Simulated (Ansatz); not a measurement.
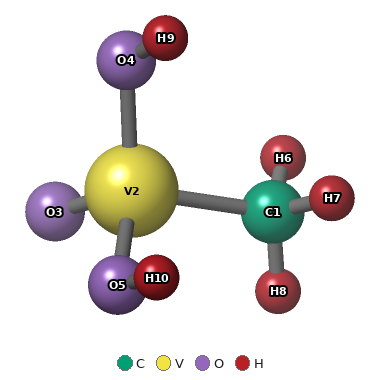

The system is CH5O3V, SMILES [CH3][V](=[O])([OH])[OH]; the picture shows the reference structure. Coordinates scanned: (1) dihedral C1–V2–O5–H10; (2) dihedral C1–V2–O4–H9. Nothing is relaxed (all other coordinates rigid). Grid: 10 × 10 points. Points are written as (first, second). Energies: kJ/mol, counted from the lowest grid point. Method: RKS PBE-D4/def2-SVP (Ansatz).

Its coordinates:

```xyz
10

C    -0.7894   -0.9002   -0.6495
V     0.6729    0.0053    0.4315
O     1.6381   -1.1471    0.8826
O    -0.1392    0.7103    1.8423
O     1.5034    1.0911   -0.6992
H    -1.2973   -1.6438   -0.0025
H    -1.5216   -0.1472   -1.0096
H    -0.3220   -1.4175   -1.5117
H    -0.7053    1.4969    1.7148
H     1.0435    1.9011   -0.9956
```

Range: dihedral C1–V2–O5–H10 from −180 to 144°; dihedral C1–V2–O4–H9 from −180 to 144°.

Question: What will the energy surface look like?

Answer: The lowest grid point is at (−108°, 108°). Higher local minima lie near (72°, 108°) (11.0 kJ/mol above the lowest at that grid point); (−108°, −72°) (11.0 kJ/mol above the lowest at that grid point); (72°, −72°) (28.7 kJ/mol above the lowest at that grid point). The highest grid point, (0°, 0°), lies 68.6 kJ/mol above the lowest. On the interpolated surface the easiest way out of the lowest well to the well at about (80°, 115°) passes a barrier of about 21 kJ/mol. Round the minimum the contours are nearly round: the two directions are equally stiff and uncoupled.

| dihedral C1–V2–O4–H9 ↓, dihedral C1–V2–O5–H10 → | −180 | −144 | −108 | −72 | −36 | 0 | 36 | 72 | 108 | 144 |
| --- | --- | --- | --- | --- | --- | --- | --- | --- | --- | --- |
| 144 | 24.9 | 12.9 | 6.2 | 13.7 | 30.3 | 37.0 | 26.5 | 16.8 | 19.6 | 27.3 |
| 108 | 17.9 | 6.2 | 0.0 | 7.8 | 24.3 | 30.9 | 20.5 | 11.0 | 13.4 | 20.6 |
| 72 | 26.0 | 13.7 | 7.8 | 16.3 | 33.2 | 40.1 | 30.3 | 21.2 | 23.6 | 29.9 |
| 36 | 42.6 | 30.3 | 24.3 | 33.2 | 51.4 | 59.7 | 49.5 | 38.9 | 40.3 | 46.4 |
| 0 | 49.0 | 37.0 | 30.9 | 40.1 | 59.7 | 68.6 | 56.8 | 44.5 | 45.2 | 51.8 |
| −36 | 39.5 | 26.5 | 20.5 | 30.3 | 49.5 | 56.8 | 45.0 | 34.8 | 36.9 | 43.6 |
| −72 | 32.1 | 16.8 | 11.0 | 21.2 | 39.0 | 44.6 | 34.8 | 28.7 | 33.8 | 39.6 |
| −108 | 36.8 | 19.6 | 13.4 | 23.6 | 40.3 | 45.2 | 36.9 | 33.8 | 41.3 | 46.9 |
| −144 | 44.2 | 27.3 | 20.6 | 29.9 | 46.4 | 51.7 | 43.5 | 39.6 | 46.9 | 53.4 |
| −180 | 39.1 | 24.9 | 17.9 | 26.0 | 42.6 | 49.0 | 39.5 | 32.0 | 36.7 | 44.2 |

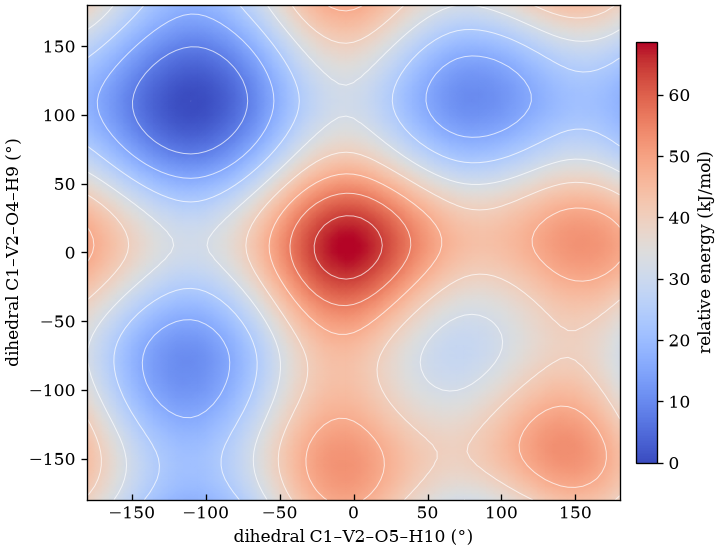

The picture shows a smooth colour map with a few white contour lines. Between grid points the surface is interpolated.

Each point was launched as `ansatz run input.yaml --threads 1 --pin off --max-ram 2560MiB --backend cpu --events-out ev --progress --plain --runs-dir out`. Time for the 100 points that were run: 21 min on 1 thread of Arm Neoverse N1, on a shared host.
